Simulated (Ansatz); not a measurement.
# Run report: CH7NO2Si2, geometry relaxation (part 1 of 2)

System: CH7NO2Si2.
Method: RHF/def2-SVP (Ansatz 0.2.0).

It belongs to a series of runs on one base structure; here: end point A relaxed.

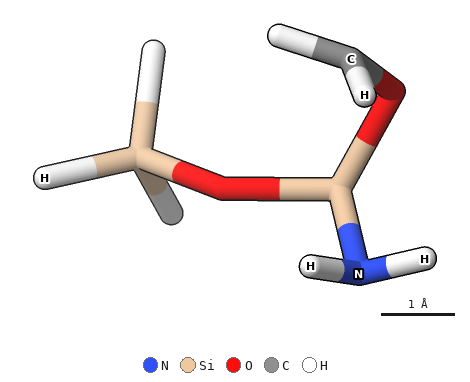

Figure 1. The input geometry (stick view, seen at a tilt).

Summary:

```json
{"quantity": "outcome", "value": "converged"}
{"quantity": "total energy", "value": "−22414.2859 eV"}
{"quantity": "mean-field energy", "value": "−22414.2859 eV"}
{"quantity": "largest force (length of the vector) at the end", "value": "0.009 eV/Å"}
{"quantity": "hardware", "value": "2 threads of Intel Xeon (Sapphire Rapids), 10 GiB of memory available, shared host"}
{"quantity": "wall time", "value": "45 s (CPU time 85 s)"}
{"quantity": "peak memory", "value": "0.31 GiB"}
```

Input file:
```yaml
crystal:
  periodic: [false, false, false]
  atoms:
    - { symbol: "N", position_ang: [-1.6275, 0.6268, -1.2952] }
    - { symbol: Si, position_ang: [-0.9838, -0.3019, -0.0999] }
    - { symbol: O, position_ang: [0.5658, -0.5428, -0.5254] }
    - { symbol: Si, position_ang: [1.8308, -1.6842, -0.2512] }
    - { symbol: C, position_ang: [-0.6613, 1.439, 1.4118] }
    - { symbol: O, position_ang: [-1.3174, 0.2408, 1.3499] }
    - { symbol: H, position_ang: [-0.988, 1.4134, -1.5222] }
    - { symbol: H, position_ang: [-2.4483, 1.1489, -0.9087] }
    - { symbol: H, position_ang: [2.9817, -1.3412, -0.976] }
    - { symbol: H, position_ang: [2.0853, -1.7526, 1.2204] }
    - { symbol: H, position_ang: [1.2325, -3.0157, -0.6626] }
    - { symbol: H, position_ang: [-1.0246, 2.2753, 0.8456] }
    - { symbol: H, position_ang: [0.3753, 1.4595, 1.4282] }
basis:
  gaussian: { orbitals: def2-SVP }
hamiltonian:
  xc: hf
relax:
  f_tol: 0.015
  max_steps: 40
output:
  orbitals: {}
```

Launch command:
```bash
ansatz run input.yaml --threads 2 --pin off --max-ram 3072MiB --backend cpu --events-out ev --progress --plain --runs-dir out
```

Log:
```
The last accepted step is kept in [file] (removed where the run ends without a failure and the disk answers)
Engine: ansatz 0.2.0, x86_64-unknown-linux-gnu
Functional definition: HF
  exchange = exact_x
  correlation = 0
1331 factors; integrals over basis functions are off by at most 6.1e-4 eV
mean field evaluation 1: about -22403.1861 eV, gradient 4.8e1 eV
mean field evaluation 2: about -22403.2576 eV, gradient 4.8e1 eV
mean field evaluation 4: about -22408.7653 eV, gradient 8.5e0 eV
mean field evaluation 8: about -22409.0439 eV, gradient 8.0e-1 eV
mean field evaluation 16: about -22409.0484 eV, gradient 1.7e-5 eV
mean field evaluation 32: about -22403.1879 eV, gradient 4.8e1 eV
mean field -22409.04843201 eV, -823.5173404777 hartree, gradient 1.7e-5 eV, S^2 0.000000; 0 other end points of the search recorded, 0 dependent functions left out
the calculation of the forces begins
reference -22409.04843201 eV, -823.5173404777 hartree; 32, 32 occupied and 95, 95 virtual orbitals, 1331 factors
relax step   1: F+E_penalty+E_count = -22409.04843201 eV  Δ(F+E_penalty+E_count) = +0.000e0 eV  max|allowed force component| = 4.854e0 eV/Å  Δτ_max = 0.0000 Å  (67 SCF iters, accepted)
these checks for a lower state are left out or cut short: starts, cluster_reference, orbital_swaps, neighbouring_geometries, increment
1331 factors; integrals over basis functions are off by at most 5.9e-4 eV
mean field -22409.89990874 eV, -823.5486316703 hartree, gradient 2.5e-5 eV, S^2 0.000000; 0 other end points of the search recorded, 0 dependent functions left out
[... from here on the field's lines of each further geometry are left out, up to the last ...]
relax step   2: F+E_penalty+E_count = -22409.89990874 eV  Δ(F+E_penalty+E_count) = -8.515e-1 eV  max|allowed force component| = 2.584e0 eV/Å  Δτ_max = 0.1922 Å  (39 SCF iters, accepted)
relax step   3: F+E_penalty+E_count = -22410.60401814 eV  Δ(F+E_penalty+E_count) = -7.041e-1 eV  max|allowed force component| = 3.778e0 eV/Å  Δτ_max = 0.1845 Å  (43 SCF iters, accepted)
relax step   4: F+E_penalty+E_count = -22412.15151767 eV  Δ(F+E_penalty+E_count) = -1.547e0 eV  max|allowed force component| = 5.456e0 eV/Å  Δτ_max = 0.1943 Å  (40 SCF iters, accepted)
relax step   5: F+E_penalty+E_count = -22413.63058988 eV  Δ(F+E_penalty+E_count) = -1.479e0 eV  max|allowed force component| = 1.934e0 eV/Å  Δτ_max = 0.1941 Å  (33 SCF iters, accepted)
relax step   6: F+E_penalty+E_count = -22414.04889247 eV  Δ(F+E_penalty+E_count) = -4.183e-1 eV  max|allowed force component| = 1.164e0 eV/Å  Δτ_max = 0.1927 Å  (32 SCF iters, accepted)
relax step   7: F+E_penalty+E_count = -22414.15873821 eV  Δ(F+E_penalty+E_count) = -1.098e-1 eV  max|allowed force component| = 6.865e-1 eV/Å  Δτ_max = 0.2000 Å  (33 SCF iters, accepted)
relax step   8: F+E_penalty+E_count = -22414.22464818 eV  Δ(F+E_penalty+E_count) = -6.591e-2 eV  max|allowed force component| = 2.434e-1 eV/Å  Δτ_max = 0.1950 Å  (32 SCF iters, accepted)
relax step   9: F+E_penalty+E_count = -22414.25863817 eV  Δ(F+E_penalty+E_count) = -3.399e-2 eV  max|allowed force component| = 2.430e-1 eV/Å  Δτ_max = 0.1999 Å  (32 SCF iters, accepted)
relax step  10: F+E_penalty+E_count = -22414.27515685 eV  Δ(F+E_penalty+E_count) = -1.652e-2 eV  max|allowed force component| = 2.166e-1 eV/Å  Δτ_max = 0.2000 Å  (32 SCF iters, accepted)
relax step  11: F+E_penalty+E_count = -22414.28147720 eV  Δ(F+E_penalty+E_count) = -6.320e-3 eV  max|allowed force component| = 6.859e-2 eV/Å  Δτ_max = 0.0817 Å  (32 SCF iters, accepted)
relax step  12: F+E_penalty+E_count = -22414.28169997 eV  Δ(F+E_penalty+E_count) = -2.228e-4 eV  max|allowed force component| = 8.365e-2 eV/Å  Δτ_max = 0.0398 Å  (34 SCF iters, accepted)
relax step  13: F+E_penalty+E_count = -22414.28311781 eV  Δ(F+E_penalty+E_count) = -1.418e-3 eV  max|allowed force component| = 3.390e-2 eV/Å  Δτ_max = 0.0388 Å  (33 SCF iters, accepted)
relax step  14: F+E_penalty+E_count = -22414.28348190 eV  Δ(F+E_penalty+E_count) = -3.641e-4 eV  max|allowed force component| = 8.514e-3 eV/Å  Δτ_max = 0.0279 Å  (34 SCF iters, accepted)
relax step  15: F+E_penalty+E_count = -22414.28366992 eV  Δ(F+E_penalty+E_count) = -1.880e-4 eV  max|allowed force component| = 9.028e-2 eV/Å  Δτ_max = 0.1209 Å  (32 SCF iters, accepted)
relax step  16: F+E_penalty+E_count = -22414.28418912 eV  Δ(F+E_penalty+E_count) = -5.192e-4 eV  max|allowed force component| = 3.431e-2 eV/Å  Δτ_max = 0.0226 Å  (34 SCF iters, accepted)
relax step  17: F+E_penalty+E_count = -22414.28439714 eV  Δ(F+E_penalty+E_count) = -2.080e-4 eV  max|allowed force component| = 1.959e-2 eV/Å  Δτ_max = 0.0148 Å  (25 SCF iters, accepted)
relax step  18: F+E_penalty+E_count = -22414.28439284 eV  Δ(F+E_penalty+E_count) = +4.301e-6 eV  max|allowed force component| = 2.972e-2 eV/Å  Δτ_max = 0.0089 Å  (27 SCF iters, rejected (line search))
relax step  19: F+E_penalty+E_count = -22414.28446191 eV  Δ(F+E_penalty+E_count) = -6.477e-5 eV  max|allowed force component| = 6.468e-3 eV/Å  Δτ_max = 0.0044 Å  (23 SCF iters, accepted)
relax step  20: F+E_penalty+E_count = -22414.28483490 eV  Δ(F+E_penalty+E_count) = -3.730e-4 eV  max|allowed force component| = 1.394e-2 eV/Å  Δτ_max = 0.0502 Å  (33 SCF iters, accepted)
relax step  21: F+E_penalty+E_count = -22414.28339389 eV  Δ(F+E_penalty+E_count) = +1.441e-3 eV  max|allowed force component| = 1.598e-1 eV/Å  Δτ_max = 0.1470 Å  (32 SCF iters, rejected (line search))
relax step  22: F+E_penalty+E_count = -22414.28524716 eV  Δ(F+E_penalty+E_count) = -4.123e-4 eV  max|allowed force component| = 2.533e-2 eV/Å  Δτ_max = 0.0619 Å  (33 SCF iters, accepted)
relax step  23: F+E_penalty+E_count = -22414.28535448 eV  Δ(F+E_penalty+E_count) = -1.073e-4 eV  max|allowed force component| = 6.708e-2 eV/Å  Δτ_max = 0.0730 Å  (33 SCF iters, accepted)
relax step  24: F+E_penalty+E_count = -22414.28560153 eV  Δ(F+E_penalty+E_count) = -2.470e-4 eV  max|allowed force component| = 3.925e-2 eV/Å  Δτ_max = 0.0094 Å  (25 SCF iters, accepted)
the calculation of the forces begins
reference -22414.28590377 eV, -823.7098140150 hartree; 32, 32 occupied and 95, 95 virtual orbitals, 1331 factors
relax step  25: F+E_penalty+E_count = -22414.28590377 eV  Δ(F+E_penalty+E_count) = -3.022e-4 eV  max|allowed force component| = 8.709e-3 eV/Å  Δτ_max = 0.0202 Å  (35 SCF iters, accepted)
```

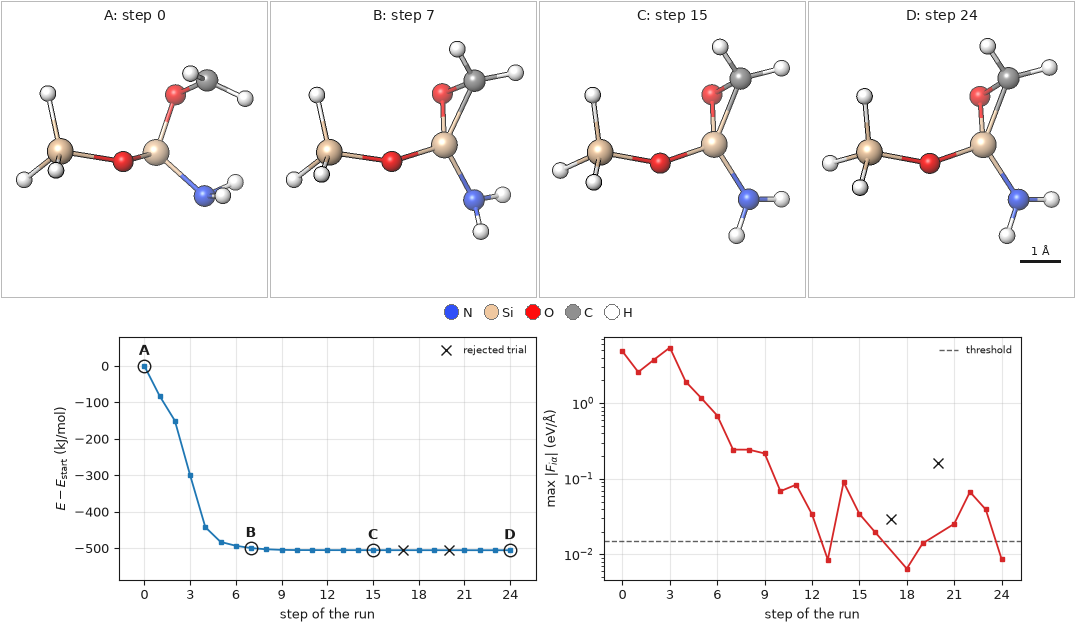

Figure 2. Frames of the relaxation (ball-and-stick view, seen at a tilt) above the curves, on which the letters mark them (the first geometry is step 0 here and step 1 in the log).

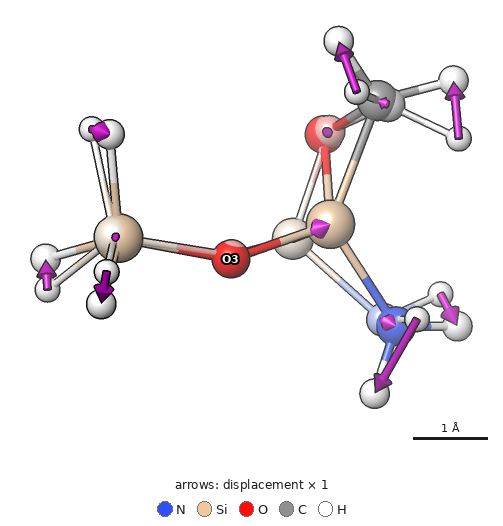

Figure 3. Start (faint) and end (solid) with the displacements as pink arrows, at true length (ball-and-stick view, seen at a tilt). The two geometries are laid on each other by the best rigid fit. Over 24 geometry steps the energy falls by 505.3 kJ/mol. Largest force component: 4.9 eV/Å at the start, 0.0087 eV/Å at the end. The line search rejected the trial steps at points 17, 20 (counted from 0) and went back. The atom that moves furthest after the best rigid fit is H7 (1.24 Å). Largest moves by element: H 1.24 Å, Si 0.81 Å, N 0.29 Å, C 0.16 Å, O 0.13 Å. Among the contacts that change: Si2–C5 2.328 → 1.800 Å, C5–O6 1.367 → 1.487 Å, O3–Si4 1.726 → 1.650 Å, Si4–H9 1.403 → 1.477 Å. Among the angles that change: Si2–O6–C5 103.9° → 70.3°, Si2–N1–H8 108.7° → 123.6°, H7–N1–H8 100.7° → 113.7°. (Atoms are counted from 1 in the order of the input.)

```
1331 factors; integrals over basis functions are off by at most 4.4e-4 eV
mean field -22414.28590377 eV, -823.7098140150 hartree, gradient 2.4e-5 eV, S^2 0.000000; 1 other end points of the search recorded, 0 dependent functions left out
the calculation of the forces begins
reference -22414.28590377 eV, -823.7098140150 hartree; 32, 32 occupied and 95, 95 virtual orbitals, 1331 factors
Total energy: -22414.28590377 eV, -823.7098140150 hartree
Atom 0 at    -1.528609     0.859158    -1.434326 Å, force     0.001774    -0.003298     0.002427 eV/Å
Atom 1 at    -0.630092     0.432153    -0.076778 Å, force    -0.001004     0.008709    -0.001745 eV/Å
Atom 2 at     0.544850    -0.568437    -0.569078 Å, force     0.003070    -0.006851    -0.000883 eV/Å
Atom 3 at     1.738325    -1.668221    -0.270792 Å, force     0.001886     0.001103    -0.001080 eV/Å
Atom 4 at    -0.521862     1.351335     1.466816 Å, force     0.000784    -0.001306    -0.002003 eV/Å
Atom 5 at    -1.377098     0.140486     1.345924 Å, force    -0.002145    -0.005889    -0.001914 eV/Å
Atom 6 at    -1.292318     0.549400    -2.354527 Å, force     0.000982     0.000653     0.000026 eV/Å
Atom 7 at    -2.373560     1.391220    -1.393955 Å, force    -0.000883     0.000391    -0.000769 eV/Å
Atom 8 at     2.729553    -1.586956    -1.362504 Å, force    -0.001935    -0.001058    -0.000706 eV/Å
Atom 9 at     2.398673    -1.364831     1.017185 Å, force     0.001157     0.000362    -0.000786 eV/Å
Atom 10 at     1.164534    -3.028445    -0.224710 Å, force    -0.001887     0.000406     0.001219 eV/Å
Atom 11 at    -1.108392     2.242302     1.678587 Å, force    -0.001569     0.003902     0.004527 eV/Å
Atom 12 at     0.276497     1.216136     2.192859 Å, force    -0.000231     0.002875     0.001687 eV/Å
Dipole moment:     0.147520     0.197762    -0.506594 e Å
```

Trajectory as extended XYZ (Å, eV, eV/Å), 8 of the 25 frames kept, from step=1 to step=25:
```
13
Properties=species:S:1:pos:R:3:forces:R:3 step=1 energy=-22409.04843
N    -1.6275    0.6268   -1.2952   -1.8010   4.2438  -1.5160
Si   -0.9838   -0.3019   -0.0999    2.0662  -1.3989  -1.9854
O     0.5658   -0.5428   -0.5254    1.9560  -1.6598   0.3523
Si    1.8308   -1.6842   -0.2512   -3.3307  -0.1043   0.9506
C    -0.6613    1.4390    1.4118   -1.1505   0.3535  -0.5332
O    -1.3174    0.2408    1.3499   -1.0288   0.6233   4.8543
H    -0.9880    1.4134   -1.5222   -0.6936  -1.4294  -0.3550
H    -2.4483    1.1489   -0.9087    0.8621  -1.2041  -0.9481
H     2.9817   -1.3412   -0.9760    1.2367   0.4616  -0.8760
H     2.0853   -1.7526    1.2204    0.1207   0.1034  -0.3682
H     1.2325   -3.0157   -0.6626    0.5310   0.5104   0.0591
H    -1.0246    2.2753    0.8456   -0.8832   0.1214  -0.1694
H     0.3753    1.4595    1.4282    2.1152  -0.6210   0.5351
```
